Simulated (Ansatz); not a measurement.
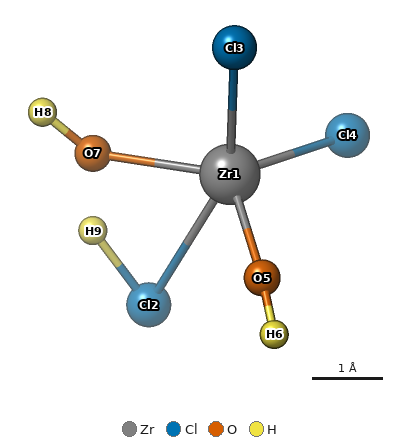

Fig. 1: The input geometry (ball-and-stick view, seen at a tilt; atoms are numbered from 1 in the order of the input). Sticks mark near contacts. Bond lengths as drawn: Cl–H 1.43 Å, Cl–Zr 2.37 to 2.90 Å, H–O 0.96 to 0.97 Å and O–Zr 1.90 to 2.05 Å.

**Run report: ZrH3Cl3O2, frequency calculation**

System: ZrH3Cl3O2.
Method: RKS B3LYP/def2-SVP (Ansatz 0.2.0).

It belongs to a series of runs on one base structure; here: vibrations at the highest image of the band. Figures and captions count atoms from 1; the log counts them from 0 in places.

### Input file
```yaml
crystal:
  periodic: [false, false, false]
  atoms:
    - { symbol: Zr, position_ang: [0.172937, 0.353284, -0.118762] }
    - { symbol: Cl, position_ang: [-0.83787, 0.853797, 2.551571] }
    - { symbol: Cl, position_ang: [1.777859, 0.188517, -1.856669] }
    - { symbol: Cl, position_ang: [-1.444409, 1.827188, -1.024737] }
    - { symbol: O, position_ang: [-0.456009, -1.428122, 0.043202] }
    - { symbol: H, position_ang: [-0.792891, -2.30812, 0.230546] }
    - { symbol: O, position_ang: [1.506746, 1.082725, 1.258751] }
    - { symbol: H, position_ang: [2.451756, 1.276245, 1.303941] }
    - { symbol: H, position_ang: [0.53868, 1.112686, 2.258159] }
basis:
  gaussian: { orbitals: def2-SVP }
hamiltonian:
  xc: b3lyp
phonons: {}
```

Launched with:
```bash
ansatz run input.yaml --threads 4 --pin off --max-ram 5120MiB --backend cpu --events-out ev --progress --plain --runs-dir out
```

### The program's output
```
Engine: ansatz 0.2.0, aarch64-unknown-linux-gnu
Functional definition: B3LYP
  parameter a0 = 0.2
  parameter ax = 0.72
  parameter ac = 0.81
  exchange = (1 - a0 - ax)*slater_x + ax*b88_x + a0*exact_x
  correlation = (1 - ac)*vwn_rpa_c + ac*lyp_c
1309 factors; integrals over basis functions are off by at most 3.6e-4 eV
mean field evaluation 1: about -42975.9810 eV, gradient 7.6e1 eV
mean field evaluation 2: about -42901.0257 eV, gradient 2.1e2 eV
mean field evaluation 4: about -42985.6993 eV, gradient 1.7e1 eV
mean field evaluation 8: about -42986.3423 eV, gradient 3.6e-1 eV
mean field evaluation 16: about -42986.3427 eV, gradient 2.2e-5 eV
mean field -42986.34269928 eV, -1579.7189570090 hartree, gradient 2.3e-5 eV, S^2 0.000000; 0 other end points of the search recorded, 0 dependent functions left out
the calculation of the forces begins
reference -42986.34305792 eV, -1579.7189701889 hartree; 41, 41 occupied and 87, 87 virtual orbitals, 1309 factors
these checks for a lower state are left out or cut short: stability, starts, cluster_reference, orbital_swaps, neighbouring_geometries, increment
1309 factors; integrals over basis functions are off by at most 3.6e-4 eV
mean field -42986.34261658 eV, -1579.7189539698 hartree, gradient 1.4e-6 eV, S^2 0.000000; 0 other end points of the search recorded, 0 dependent functions left out
[... from here on the field's lines of each further geometry are left out, up to the last ...]
the calculation of the forces begins
reference -42986.34304146 eV, -1579.7189695839 hartree; 41, 41 occupied and 87, 87 virtual orbitals, 1309 factors
these checks for a lower state are left out or cut short: stability, starts, cluster_reference, orbital_swaps, neighbouring_geometries, increment
1309 factors; integrals over basis functions are off by at most 3.6e-4 eV
mean field -42986.34269591 eV, -1579.7189568850 hartree, gradient 2.3e-6 eV, S^2 0.000000; 0 other end points of the search recorded, 0 dependent functions left out
the calculation of the forces begins
reference -42986.34305454 eV, -1579.7189700644 hartree; 41, 41 occupied and 87, 87 virtual orbitals, 1309 factors
WARN: phonons: modes at or below zero, which the zero-point energy, F, S and C_V leave out: 1, the lowest at -362.07 cm⁻¹. A minimum has none, and a first-order saddle one
Total energy: -42986.34305792 eV, -1579.7189701889 hartree
Atom 0 at     0.172937     0.353284    -0.118762 Å, force    -0.000375     0.000021     0.000721 eV/Å
Atom 1 at    -0.837870     0.853797     2.551571 Å, force     0.003782     0.000800     0.000538 eV/Å
Atom 2 at     1.777859     0.188517    -1.856669 Å, force    -0.000002     0.000006     0.000366 eV/Å
Atom 3 at    -1.444409     1.827188    -1.024737 Å, force    -0.000181    -0.000291    -0.000037 eV/Å
Atom 4 at    -0.456009    -1.428122     0.043202 Å, force     0.000278    -0.000389    -0.005994 eV/Å
Atom 5 at    -0.792891    -2.308120     0.230546 Å, force    -0.000228     0.000878     0.004133 eV/Å
Atom 6 at     1.506746     1.082725     1.258751 Å, force    -0.000928    -0.000460     0.001695 eV/Å
Atom 7 at     2.451756     1.276245     1.303941 Å, force    -0.000582     0.000490     0.001209 eV/Å
Atom 8 at     0.538680     1.112686     2.258159 Å, force    -0.001763    -0.001055    -0.002631 eV/Å
Dipole moment:     0.385054    -0.381903     0.426409 e Å
Vibrations: -362.07 51.99 95.37 108.26 119.77 144.34 149.30 188.51 250.48 305.13 325.05 383.15 396.93 492.48 600.66 749.47 780.61 906.10 1524.16 3866.74 3946.99 cm⁻¹, zero-point energy 0.953778 eV
```

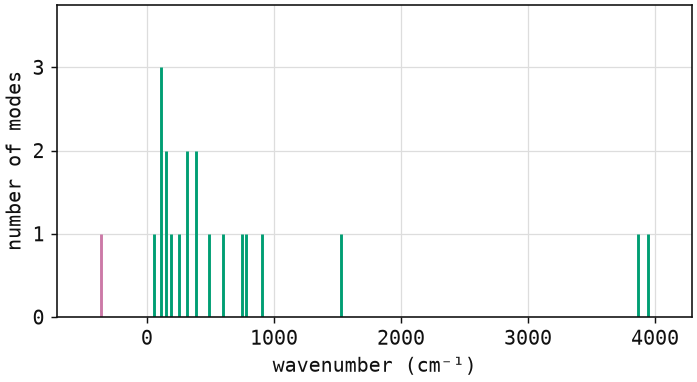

Fig. 2: Harmonic vibrational wavenumbers from the force constants; neighbouring modes closer than 20 cm⁻¹ are counted in one stick, and imaginary ones are drawn at negative wavenumbers. 21 modes from 362i to 3947 cm⁻¹, 1 imaginary beyond 8i (362i cm⁻¹): a first-order saddle point, if the geometry is stationary.

### Summary

| quantity | value |
| --- | --- |
| outcome | converged |
| total energy | −42986.3431 eV |
| mean-field energy | −42986.3431 eV |
| largest force (length of the vector) | 0.006 eV/Å |
| hardware | 4 threads of Arm Neoverse V1, 24 GiB of memory available, shared host |
| wall time | 1.7 min (CPU time 6.5 min) |
| peak memory | 0.36 GiB |
